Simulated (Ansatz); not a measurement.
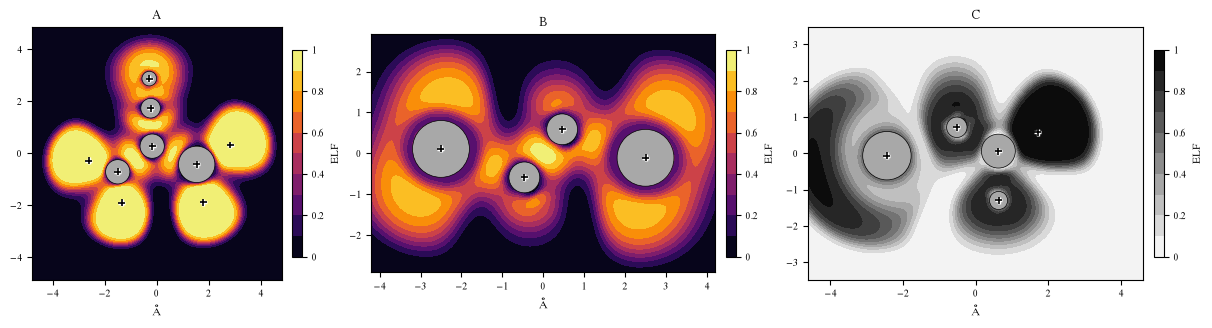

The ELF of 3 systems, each on a plane through atoms (crosses mark nuclei in the plane; grey discs cover the cores).

The calculation used RKS PBE0-D4/def2-TZVPP (Ansatz).

System 1: BFHInO, the molecular plane. Geometry: PBE0-D4/def2-TZVP; core potentials replace the inner electrons of In.

```xyz
5

F    -1.3313    0.1482   -0.5172
In    0.3621   -2.0672    1.2739
B    -0.0373    0.5226   -0.3301
O     0.7808   -0.2465    0.3628
H     0.2756    1.5691   -0.8308
```

System 2: C2H4I2 (SMILES ICCI), the plane of atoms C2, C3 and I4. Geometry: PBE0-D4/def2-TZVP; core potentials replace the inner electrons of I.

```xyz
8

I    -1.4358    1.7155   -1.1222
C     0.2450    0.5550   -0.4372
C    -0.2450   -0.5550    0.4371
I     1.4359   -1.7154    1.1223
H     0.7398    0.1973   -1.3362
H     0.8887    1.2545    0.0894
H    -0.7399   -0.1973    1.3361
H    -0.8886   -1.2545   -0.0895
```

System 3: CH4B2OSi, the molecular plane. Geometry: PBE0-D4/def2-TZVP.

```xyz
9

B    -0.9569    0.9560   -0.9429
B     0.2359    0.0687   -0.2242
Si   -0.0827   -0.8736    1.3344
C     1.5981   -0.0473   -0.7379
O     2.6612   -0.1356   -1.1414
H    -2.0488    0.9950   -0.4486
H    -0.7841    1.5751   -1.9542
H    -1.4084   -0.8690    1.9970
H     0.8741   -1.7155    2.1005
```

### Match each panel to its system.

Panel A is system 3, CH4B2OSi: the plane holds B, Si, C, O and H. C–O (1.14 Å): the ELF peaks at about 0.85 between the atoms (a short, multiple covalent bond). Panel B is system 2, C2H4I2: the plane holds I and C. C–C (1.50 Å): the ELF peaks at about 0.95 between the atoms; localised, covalent bonding. Panel C is system 1, BFHInO: the plane holds F, In, B, O and H. B–O (1.32 Å): the ELF peaks at about 0.85 between the atoms; a short, strongly polar bond.
